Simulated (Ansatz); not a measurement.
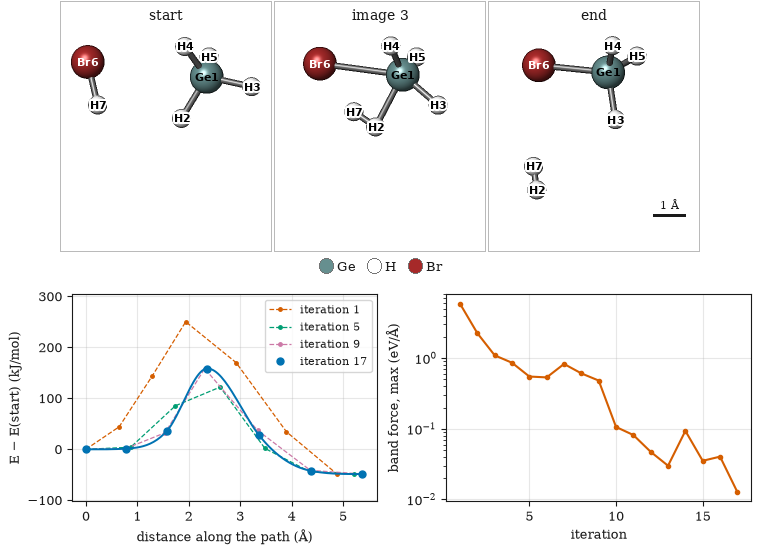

NEB run on GeH5Br, made up at the start of GeH$_{4}$ and HBr. Images are numbered from 0 (start) to 6 (end). The plot follows the band through its iterations. Style: ball-and-stick. Shown at a tilt.

The calculation used RKS r2SCAN-D4/def2-SVP (Ansatz 0.2.0).

Input file:
```yaml
crystal:
  periodic: [false, false, false]
  atoms:
    - { symbol: Ge, position_ang: [0.379356, 2.0e-06, -0.165932] }
    - { symbol: H, position_ang: [0.412019, 4.0e-06, 1.369207] }
    - { symbol: H, position_ang: [1.821117, -1.0e-06, -0.690822] }
    - { symbol: H, position_ang: [-0.347627, 1.254781, -0.658205] }
    - { symbol: H, position_ang: [-0.34763, -1.254778, -0.658201] }
    - { symbol: Br, position_ang: [-3.244734, 2.0e-06, 1.519277] }
    - { symbol: H, position_ang: [-2.193902, -1.0e-05, 2.479678] }
basis:
  gaussian: { orbitals: def2-SVP }
hamiltonian:
  xc: r2scan
  dispersion: d4
neb:
  order_check: false
  images: 5
  f_tol: 0.03
  max_iterations: 60
  final_atoms:
    - { symbol: Ge, position_ang: [-0.41376329, 1.38e-06, -0.77323468] }
    - { symbol: H, position_ang: [-0.03673934, -4.04e-06, 3.55256403] }
    - { symbol: H, position_ang: [0.70654226, -7.7e-07, 0.27066016] }
    - { symbol: H, position_ang: [-0.38542153, 1.26605637, -1.63372452] }
    - { symbol: H, position_ang: [-0.3854236, -1.26605163, -1.63372751] }
    - { symbol: Br, position_ang: [-2.42176841, 1.65e-06, 0.38486903] }
    - { symbol: H, position_ang: [-0.5848271, -2.97e-06, 3.02759549] }
  initial_path:
    images:
      - { positions_ang: [[0.379356, 2.0e-06, -0.165932], [0.412019, 4.0e-06, 1.369207], [1.821117, -1.0e-06, -0.690822], [-0.347627, 1.254781, -0.658205], [-0.34763, -1.254778, -0.658201], [-3.244734, 2.0e-06, 1.519277], [-2.193902, -1.0e-05, 2.479678]] }
      - { positions_ang: [[0.25739675, 1.37e-06, -0.10551752], [0.26015493, 2.23e-06, 1.55095623], [1.71071772, -7.2e-07, -0.61280407], [-0.46531536, 1.25812094, -0.61299487], [-0.46531771, -1.25811839, -0.61299284], [-3.02089981, 1.54e-06, 1.27598104], [-1.79813751, -6.98e-06, 2.31237403]] }
      - { positions_ang: [[0.13543749, 7.4e-07, -0.04510304], [0.10829085, 4.7e-07, 1.73270547], [1.60031844, -4.3e-07, -0.53478614], [-0.58300372, 1.26146088, -0.56778475], [-0.58300543, -1.26145878, -0.56778469], [-2.79706563, 1.08e-06, 1.03268508], [-1.40237302, -3.96e-06, 2.14507007]] }
      - { positions_ang: [[0.01347824, 1.2e-07, 0.01531144], [-0.04357322, -1.3e-06, 1.9144547], [1.48991917, -1.5e-07, -0.45676821], [-0.70069208, 1.26480082, -0.52257462], [-0.70069314, -1.26479918, -0.52257653], [-2.57323144, 6.2e-07, 0.78938912], [-1.00660853, -9.4e-07, 1.9777661]] }
      - { positions_ang: [[-0.1289356, 5.4e-07, -0.24753727], [-0.04129526, -2.21e-06, 2.46049114], [1.22879353, -3.5e-07, -0.21429209], [-0.59560189, 1.26521934, -0.89295792], [-0.59560329, -1.26521666, -0.89296019], [-2.52274377, 9.6e-07, 0.65454909], [-0.86601472, -1.62e-06, 2.32770923]] }
      - { positions_ang: [[-0.27134945, 9.6e-07, -0.51038598], [-0.0390173, -3.12e-06, 3.00652759], [0.9676679, -5.6e-07, 0.02818403], [-0.49051171, 1.26563786, -1.26334122], [-0.49051344, -1.26563414, -1.26334385], [-2.47225609, 1.31e-06, 0.51970906], [-0.72542091, -2.29e-06, 2.67765236]] }
      - { positions_ang: [[-0.41376329, 1.38e-06, -0.77323468], [-0.03673934, -4.04e-06, 3.55256403], [0.70654226, -7.7e-07, 0.27066016], [-0.38542153, 1.26605637, -1.63372452], [-0.3854236, -1.26605163, -1.63372751], [-2.42176841, 1.65e-06, 0.38486903], [-0.5848271, -2.97e-06, 3.02759549]] }
```

Run as
```bash
ansatz run input.yaml --threads 2 --pin off --max-ram 3072MiB --backend cpu --events-out ev --progress --plain --runs-dir out
```

Judge this run.

Answer. The run is converged, with reservations. The band converged in 17 iterations. The largest component of the band force went from 5.9 to 0.013 eV/Å. The climbing image converged on the top of the path. Its vibrational analysis gives 2 imaginary modes over 30i cm⁻¹, so it isn't confirmed as a transition state. The first iteration put the highest image at 250.4 kJ/mol. Forward barrier 158.6 kJ/mol, backward barrier 207.2 kJ/mol, with image 3 at the top; the reaction energy is −48.6 kJ/mol.

Limits of the set-up: the start holds two separate molecules, 2.8 Å apart at their closest, whose relative position is a soft coordinate.
